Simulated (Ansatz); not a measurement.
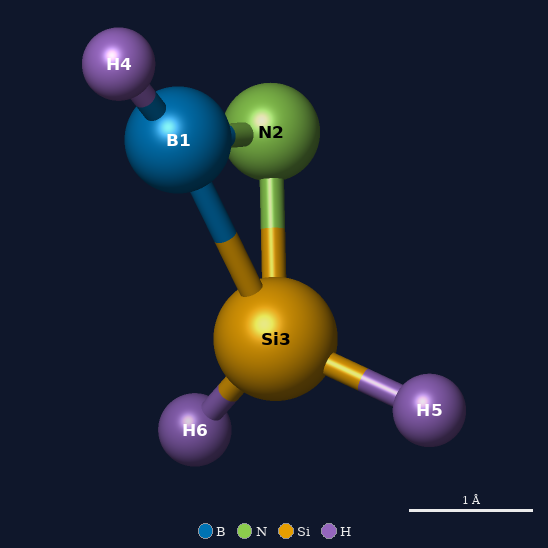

Simulated data, not a measurement (program: Ansatz).

Orthographic view with a scale bar. State: neutral, doublet. Geometry: atoms displaced at random (about 0.07 Å) from a stationary point of GFN2-xTB.

Reconstruct the coordinates (Å) as seen: x to the right, y up, z towards the viewer, origin at the mean of the atomic positions.

```xyz
6
BH3NSi
B   -0.54   0.92   0.58
N    0.21   0.99  -0.52
Si   0.25  -0.71  -0.30
H   -1.03   1.54   1.37
H    1.51  -1.29   0.05
H   -0.41  -1.45  -1.18
```
